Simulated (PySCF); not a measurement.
```yaml
atoms:
  - { symbol: C, position_ang: [3.3591, -0.1956, 0.0884] }
  - { symbol: N, position_ang: [2.1622, 0.1171, 0.2994] }
  - { symbol: C, position_ang: [1.0947, -0.6493, -0.2194] }
  - { symbol: B, position_ang: [0.2180, 0.1503, -1.3824] }
  - { symbol: N, position_ang: [-0.7669, 0.5829, -0.1426] }
  - { symbol: C, position_ang: [-2.2074, 0.5585, -0.3443] }
  - { symbol: C, position_ang: [-0.3688, 1.8714, 0.4139] }
  - { symbol: C, position_ang: [-0.1536, -0.5162, 0.6627] }
  - { symbol: C, position_ang: [-0.9650, -1.7961, 0.7273] }
  - { symbol: H, position_ang: [4.1373, 0.4545, 0.4618] }
  - { symbol: H, position_ang: [3.6784, -1.0875, -0.4620] }
  - { symbol: H, position_ang: [1.3799, -1.6882, -0.4336] }
  - { symbol: H, position_ang: [0.7032, 1.0900, -1.9099] }
  - { symbol: H, position_ang: [-0.3633, -0.5900, -2.1027] }
  - { symbol: H, position_ang: [-2.4805, 1.3759, -1.0113] }
  - { symbol: H, position_ang: [-2.5055, -0.3732, -0.8163] }
  - { symbol: H, position_ang: [-2.7457, 0.6776, 0.6005] }
  - { symbol: H, position_ang: [-0.6200, 2.6649, -0.2884] }
  - { symbol: H, position_ang: [-0.8755, 2.0566, 1.3659] }
  - { symbol: H, position_ang: [0.7090, 1.8600, 0.5658] }
  - { symbol: H, position_ang: [0.0535, -0.1683, 1.6818] }
  - { symbol: H, position_ang: [-1.9098, -1.6519, 1.2484] }
  - { symbol: H, position_ang: [-0.3883, -2.5395, 1.2742] }
  - { symbol: H, position_ang: [-1.1567, -2.1844, -0.2693] }
```

Geometry: GFN2-xTB.

Computed with PBE0/pcSseg-1, SCF density, gas phase, non-relativistic in PySCF 2.14.0.

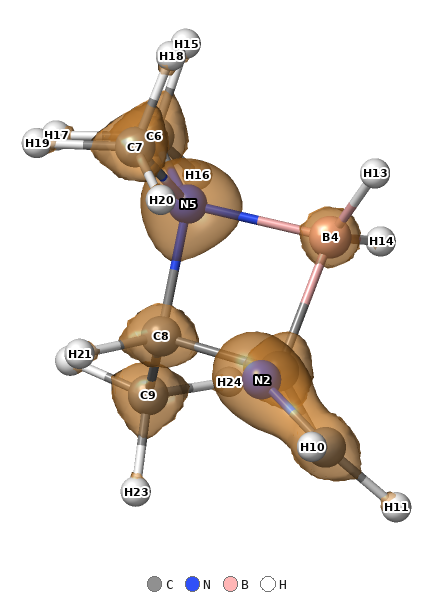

C$_{6}$H$_{15}$BN$_{2}$. Isosurface of the electron density at 2 e/Å³ (orange), seen at an oblique angle.

Question: Which contacts does the surface bridge?

Answer: At this value the surface falls into 23 separate pieces. It bridges the sampled C–N (1.25 Å) contacts, where the density stays above the isovalue. It is pinched off along the sampled C–C (1.52 Å), B–N (1.64 Å) and C–B (1.66 Å) contacts. On the grid the lowest density along these lines, outside the cores, is 2.6 e/Å³ (C–N, 1.25 Å), 1.7 e/Å³ (C–C, 1.52 Å), 0.8 e/Å³ (B–N, 1.64 Å) and 1 e/Å³ (C–B, 1.66 Å).
